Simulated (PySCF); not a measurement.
C₅H₁₁BGe

```xyz
18

C    -1.8008    1.4250   -0.6803
C    -1.2608    0.4195   -0.0111
C    -1.4575   -1.0222   -0.4159
B    -0.0994   -1.8031   -0.4083
Ge    1.1644   -0.6620    0.6881
C     2.5480    0.3632   -0.3028
C    -0.3281    0.5918    1.1455
H    -1.6333    2.4512   -0.3984
H    -2.4452    1.2650   -1.5298
H    -2.0524   -1.0953   -1.3285
H    -2.0613   -1.5058    0.3673
H     0.0328   -2.8325   -0.9401
H     1.8359   -1.1743    1.9536
H     3.3452   -0.2848   -0.6538
H     2.9828    1.1342    0.3258
H     2.0912    0.8408   -1.1651
H    -0.0507    1.6354    1.2784
H    -0.8197    0.2604    2.0638
```

Geometry: GFN2-xTB.

Level of theory: PBE0/def2-SVPD, SCF density, gas phase in PySCF.

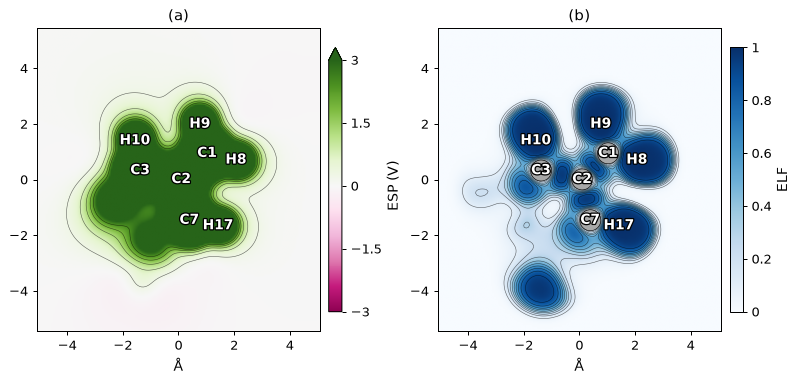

Figure 1. (a) electrostatic potential; (b) ELF on the plane of atoms C3, C2 and C7. Grey discs cover the atomic cores in the ELF map.

Q: What does the map show?

A: The plane passes through C and H nuclei. C–C (1.32 Å): the ELF peaks at about 0.90 between the atoms: a short, multiple covalent bond. C–H (1.08 Å): the ELF climbs to about 1 towards the hydrogen, as it does in any bond to H; an ordinary covalent bond to hydrogen. C–C (1.50 Å): the ELF peaks at about 0.95 between the atoms: localised, covalent bonding. The potential has no marked negative region in this plane.

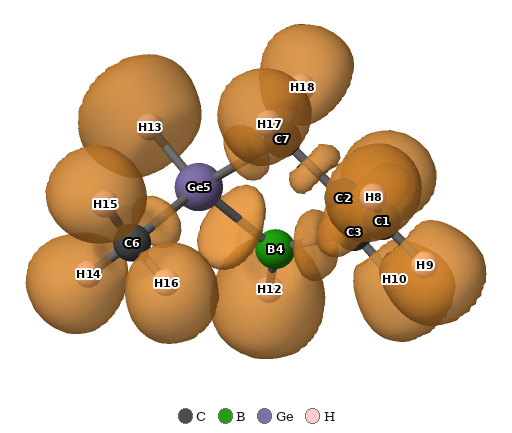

Figure 2. Isosurface of the ELF at 0.8 (orange), seen from one side. Only the valence region is drawn (cores and ρ < 0.01 e/Å³ removed).

Q: Identify the bonds, lone pairs and shells in this picture.

A: The surface consists of one region between bonded B–C atoms (shared pairs), three regions between bonded C–C atoms (shared pairs), eleven regions around hydrogen nuclei, two lobes of the valence shell of C pointing towards Ge (polar bonds) and one region on B in which the atom's valence shell and bonds are merged. Along the contacts the grid gives the following. C–B (1.57 Å): the ELF peaks at about 0.95 between the atoms; localised, covalent bonding.

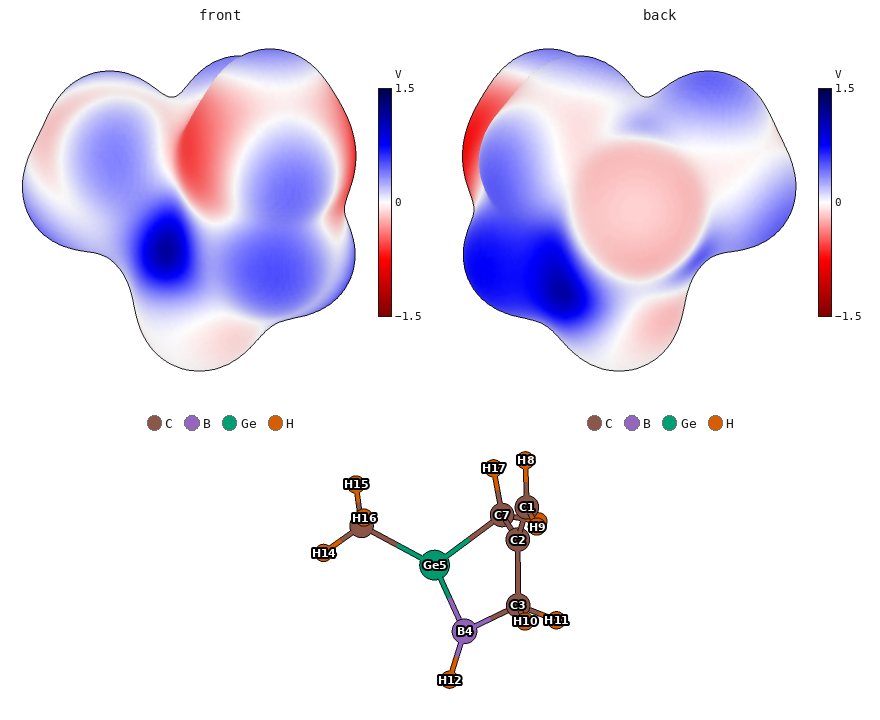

Figure 3. The molecular electrostatic potential painted on the density surface at 0.001 e/bohr³, seen from the front and from behind; the colour scale runs from red (negative) to blue (positive). The bare structure is drawn below in the same view.

Q: Which sites attract a positive test charge, and which a negative one?

A: A positive charge is drawn to the negative regions and a negative charge to the positive ones. The most negative region (about −0.7 V) lies over the π face of C1 and C2, the most positive (about +1.0 V) over B4.

Q: How polar is the molecule by this calculation?

A: Its dipole moment is 0.38 D.
